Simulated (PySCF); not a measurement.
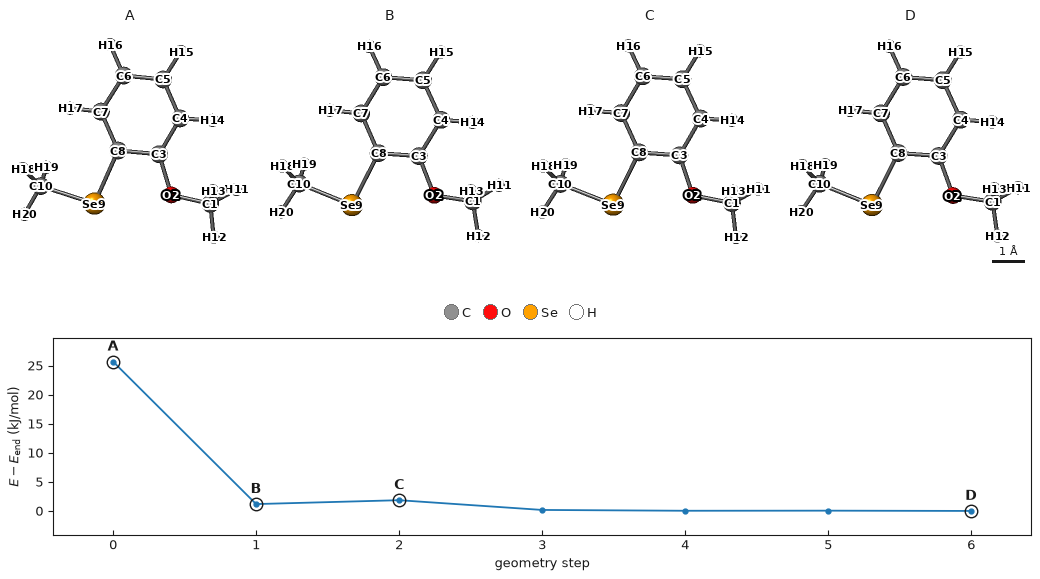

Frames of a relaxation of C₈H₁₀OSe, marked on the history of the run. Style: ball-and-stick. Shown at a tilt.

The start comes from GFN2-xTB. Its atoms were then displaced at random by about 0.01 Å.

These are results of PBE0-D3(BJ)/def2-SVP geometry optimisation, gas phase (PySCF 2.14.0, density-fitted response routines), not measurements. 

> What happens along the run?

The energy falls by 25.7 kJ/mol in 6 geometry steps. The atom that moves furthest after the best rigid fit is H12 (0.14 Å). By element the largest moves are H 0.14 Å, C 0.10 Å, Se 0.10 Å, O 0.06 Å. Near-neighbour distances that change, for instance: O2–Se9 2.703 → 2.850 Å, C1–H13 1.152 → 1.104 Å, C3–C4 1.354 → 1.394 Å, C4–H14 1.129 → 1.090 Å. Among the angles between lasting bonds that change: O2–C3–C4 129.5° → 124.6°, C3–C8–Se9 111.9° → 115.6°, O2–C3–C8 112.4° → 115.1°. Cost: 5.1 min on 1 thread of Arm Neoverse N1 (shared host). From step 0 to 1: H11 moves most (0.20 Å), energy −24.5 kJ/mol. From step 1 to 2: H11 moves most (0.15 Å), energy +0.67 kJ/mol. From step 2 to 6: H13 moves most (0.09 Å), energy −1.85 kJ/mol.

```json
{"step": "0", "E − E(0), kJ/mol": "0.00"}
{"step": "1", "E − E(0), kJ/mol": "-24.50"}
{"step": "2", "E − E(0), kJ/mol": "-23.83"}
{"step": "3", "E − E(0), kJ/mol": "-25.51"}
{"step": "4", "E − E(0), kJ/mol": "-25.65"}
{"step": "5", "E − E(0), kJ/mol": "-25.63"}
{"step": "6", "E − E(0), kJ/mol": "-25.68"}
```
